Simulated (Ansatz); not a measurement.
The starting structures come from a database of crystals and need not be the phases stable at ambient conditions.

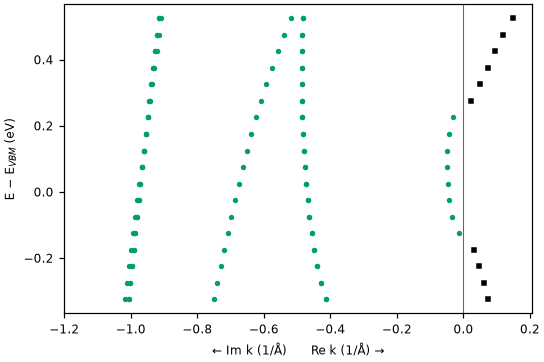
*Complex bands at the centre of the two-dimensional zone; Ansatz (an electronic-structure program) with PBEsol*

No gap correction and no spin-orbit coupling; mid-gap values are interpolated between computed energies.

**Question.** This is KSnSb (P6_3mc, not sure to be the ambient phase, 6 atoms a cell, 36.8 Å³ an atom) along the normal of (001). Read off the slowest decay at the centre of the two-dimensional zone at 0.12 eV, the computed energy nearest the middle of the gap.

**Answer.** κ ≈ 0.05 1/Å, a decay length 1/(2κ) of the density of 10 Å.
